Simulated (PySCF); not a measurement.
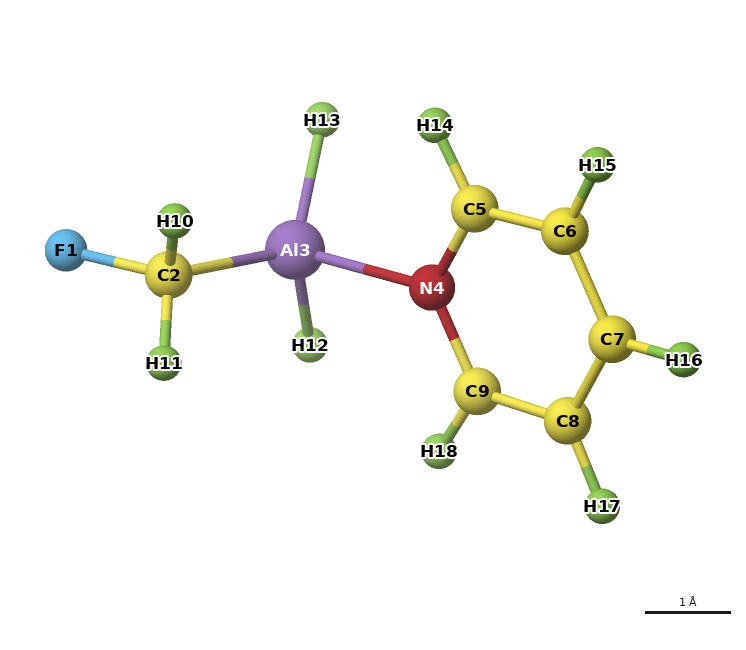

The computed structure is the end point of a PBE0-D3(BJ)/def2-SVP optimisation. No frequency run is at hand to confirm it as a minimum.

Which atoms are bonded, and how long are the bonds? Leave out bonds to hydrogen.

```tsv
bond	length (Å)
F1–C2	1.399
C2–Al3	2.007
Al3–N4	2.053
N4–C5	1.339
N4–C9	1.339
C5–C6	1.389
C6–C7	1.393
C7–C8	1.393
C8–C9	1.389
```
